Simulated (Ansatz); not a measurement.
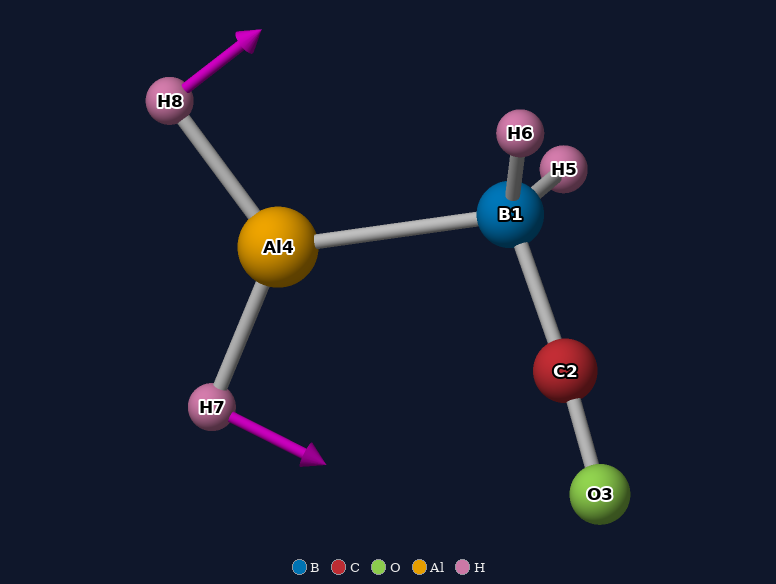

The arrows show one normal mode. Harmonic vibrations computed with RKS PBE0-D4/def2-TZVP (Ansatz 0.2.0) at a stationary point of the same level.

Q: What kind of motion is it?

A: Mostly angle bending.

Q: At what wavenumber does it lie?

A: 781 cm⁻¹; it is mode 10 of 18 counted from the lowest.
